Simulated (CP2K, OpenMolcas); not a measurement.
## SiH2F (SMILES F[SiH2]): the vertical ionisation energy, rung by rung

SiH2F: 4 atoms, total charge 0, spin state doublet. SMILES: `F[SiH2]`. The shape is that of a GFN2-xTB optimisation.

Quantity: the vertical ionisation energy (to the singlet cation), in eV. The values are calculated.

```csv
level,kind,program,value (eV),less FCI/STO-3G,CPU time (all runs)
MNDOD,semi-empirical,CP2K,9.02,+4.08,under 2 s
UHF/STO-3G,Hartree–Fock,OpenMolcas,5.96,+1.02,3.7 s
USVWN5/STO-3G,LDA,OpenMolcas,5.60,+0.66,8 s
UPBE/STO-3G,GGA,OpenMolcas,5.74,+0.80,9.9 s
U-r2SCAN/STO-3G,meta-GGA,OpenMolcas,5.99,+1.05,12 s
UB3LYP/STO-3G,global hybrid,OpenMolcas,6.02,+1.08,10 s
UM06-2X/STO-3G,hybrid meta-GGA,OpenMolcas,6.16,+1.22,12 s
FCI/STO-3G,exact in the basis,OpenMolcas,4.94,0.00,9.7 s
```

FCI/STO-3G is exact within its basis and frozen core, so for wave-function methods in that basis the difference is their error; functionals converge differently with the basis, so for them it is only a difference. The values span 4.94 to 9.02 eV. All rows use very small basis sets, so even the best lies far from the true value. Times are those of the runs behind each value, whatever else they computed, on shared processors of several kinds: orders of magnitude only.

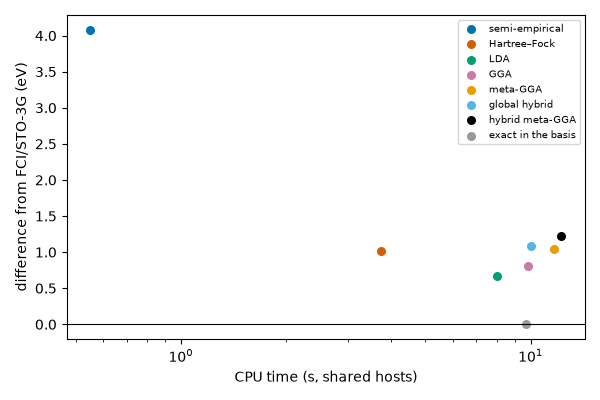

Difference from FCI/STO-3G against processor time, one point a level.
